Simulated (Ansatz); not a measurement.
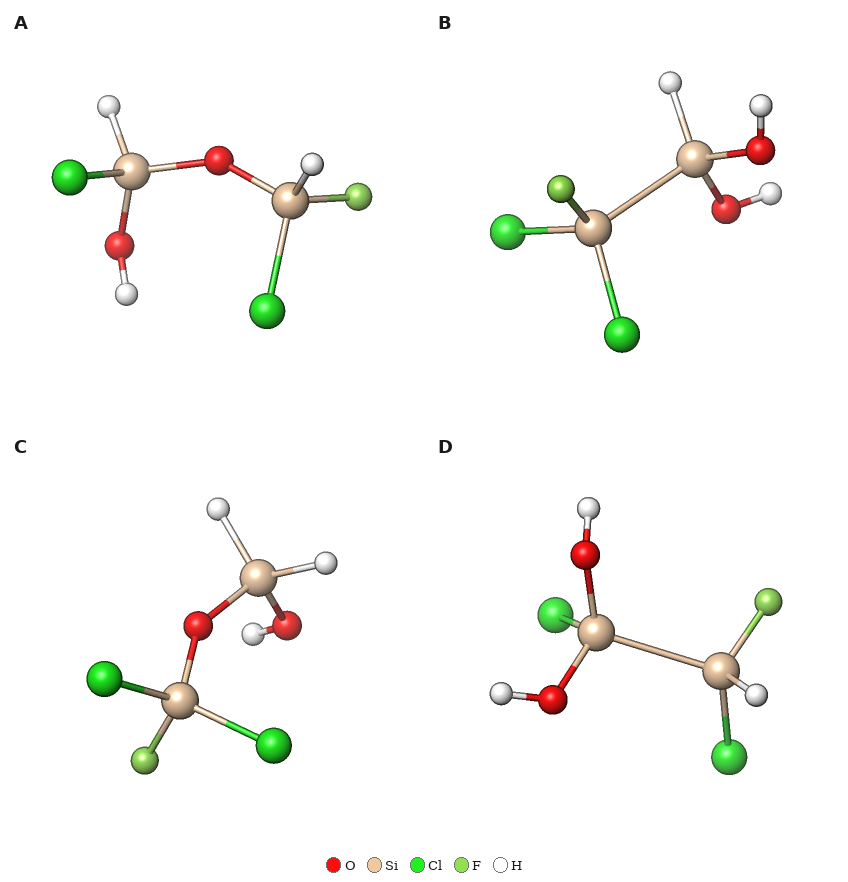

4 stationary structures of one formula. Geometries: PBE0-D4/def2-TZVP. Electronic energies: RHF-MP2 (frozen core)/def2-QZVPP (Ansatz 0.2.0), without zero-point energy. No frequency run is at hand to confirm each as a minimum. Each is one conformer, not always the lowest.

> How are they related?

They are constitutional isomers of Cl2FH3O2Si2: A `O[Si@@H](Cl)O[Si@H](F)Cl`, B `O[SiH](O)[Si](F)(Cl)Cl`, C `O[SiH2]O[Si](F)(Cl)Cl`, D `O[Si](O)(Cl)[Si@H](F)Cl`.

> Rank them by energy, lowest first.

A is lowest; C lies 0.196 eV above it, D lies 1.668 eV above it, B lies 1.806 eV above it.
